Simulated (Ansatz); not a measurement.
## Profile along the Co–Co line in Co (hcp, Mg type)

Co (hcp, Mg type)

```xyz
2
Lattice="2.4939 0.0000 0.0000 -1.2470 2.1598 0.0000 0.0000 0.0000 4.0318" Properties=species:S:1:pos:R:3 pbc="T T T"
Co     0.0000     1.4399     3.0239
Co     1.2470     0.7199     1.0080
```

Fields along a shortest Co–Co line of a (0001) plane (2.49 Å), from Co to Co, interpolated on the slice's grid (step about 0.2 Å). All values below come from PBE (plane waves to 420 eV, PAW, scalar-relativistic; Ansatz, a quantum-chemistry and plane-wave program). k mesh 21×21×12. These are valence fields of a PAW run, semicore shells included where kept as valence: close to a nucleus they are smooth pseudo fields. Co was relaxed with its symmetry unable to fall. Relaxed Co ends ferromagnetic. The magnetic order is the one the run started from; other orders were not tried.

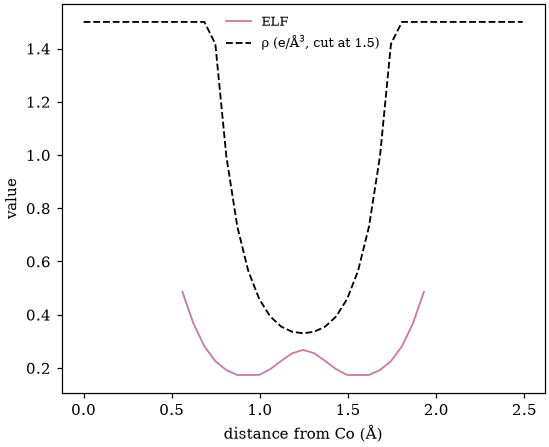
Figure: ELF (away from the nuclei) and valence density from Co to Co.

Density on the Co–Co line (2.49 Å) at its midpoint: 0.33 e/Å³. ELF at that point: 0.27.
